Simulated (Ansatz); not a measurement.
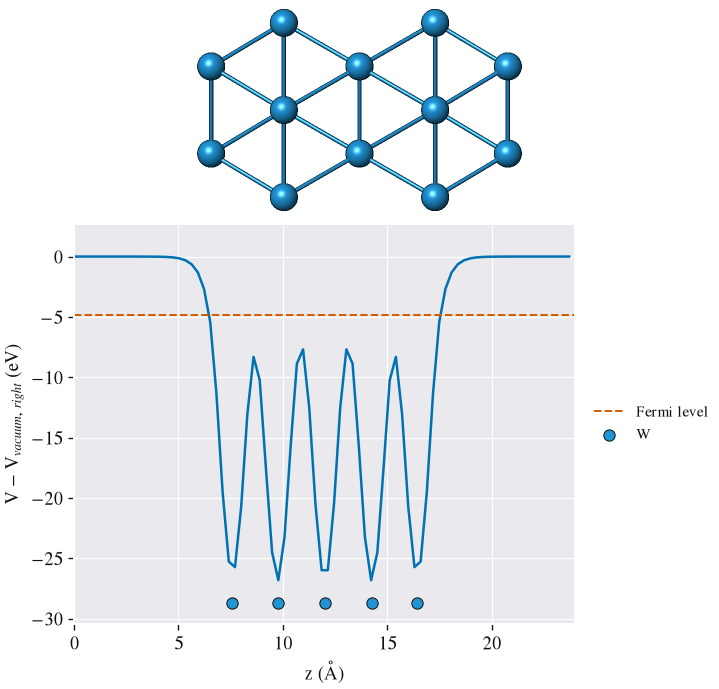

Plane-averaged electrostatic potential energy of an electron across the slab; circles at the bottom mark the heights of the atoms. The structure is drawn too.

Structure: a (110) slab cut from W (Im-3m), 5 atoms in the cell.

Level of theory: DFT PBE, spin-orbit coupling, plane waves, PAW, 13×13×1 k mesh, 420 eV cutoff, Gaussian smearing of 0.1 eV; code Ansatz 0.2.0.

Q: What is the work function?

A: The work function is 4.80 eV, the same on both faces. The two vacuum levels agree, so the slab has no net dipole along its normal.

Q: How thick are slab and vacuum?

A: The outermost atoms are 8.8 Å apart, which leaves 15.2 Å of vacuum in a cell 24.0 Å high.
